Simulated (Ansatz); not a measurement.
C₃H₄F₄O

Input

```
crystal:
  periodic: [false, false, false]
  atoms:
    - {symbol: O, position_ang: [0.219775, 1.743393, -0.682621]}
    - {symbol: C, position_ang: [0.950085, 0.567733, -0.464877]}
    - {symbol: C, position_ang: [0.229889, -0.361342, 0.491361]}
    - {symbol: F, position_ang: [0.993913, -1.447053, 0.725651]}
    - {symbol: F, position_ang: [0.046895, 0.281305, 1.678675]}
    - {symbol: C, position_ang: [-1.151019, -0.804376, 0.004653]}
    - {symbol: F, position_ang: [-1.007236, -1.468263, -1.162841]}
    - {symbol: F, position_ang: [-1.703845, -1.639126, 0.902309]}
    - {symbol: H, position_ang: [0.219151, 2.256348, 0.130705]}
    - {symbol: H, position_ang: [1.947371, 0.752838, -0.047815]}
    - {symbol: H, position_ang: [1.064209, 0.064335, -1.425403]}
    - {symbol: H, position_ang: [-1.809189, 0.054207, -0.149808]}
basis:
  gaussian: {orbitals: def2-TZVPP}
hamiltonian: {xc: pbe0, dispersion: d4}
output: {orbitals: {seedname: orbitals}}
```

Launched as:

```sh
ansatz run in.yaml --threads 2 --pin off --events-out ev --progress --plain --max-ram 22528MiB --backend cuda --devices 0, --max-vram 18GiB
```

Geometry: PBE0-D4/def2-TZVP.

Theory: RKS PBE0-D4/def2-TZVPP (Ansatz).

What can the converged electron density and electron localisation function tell about the bonding?

C–F (1.34 Å): ρ is about 2.3 e/Å³ halfway, with its minimum of 1.8 e/Å³ about 0.5 Å from C; the ELF peaks at about 0.85 between the atoms: a polar covalent bond.
C–C (1.52 Å): the density is about 1.8 e/Å³ at the midpoint; the ELF peaks at about 1 between the atoms, as expected for a covalent bond.
C–H (1.10 Å): ρ is about 2.1 e/Å³ halfway; the ELF climbs to about 1 towards the hydrogen, as it does in any bond to H (an ordinary covalent bond to hydrogen).

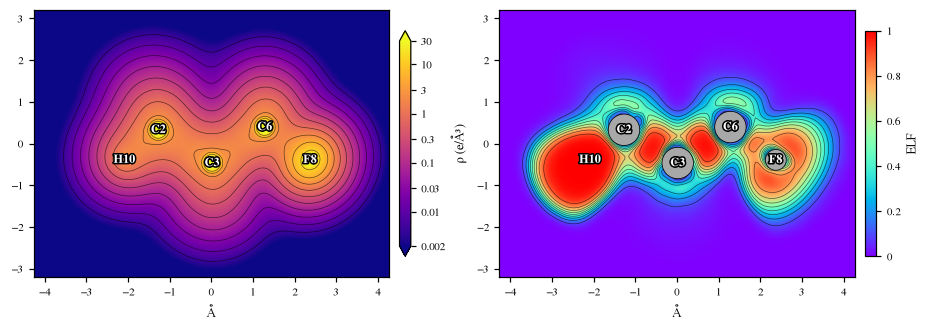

Computed electron density and electron localisation function on the plane of atoms C3, C6 and F8, in this order. Grey discs cover the atomic cores in the ELF map. 
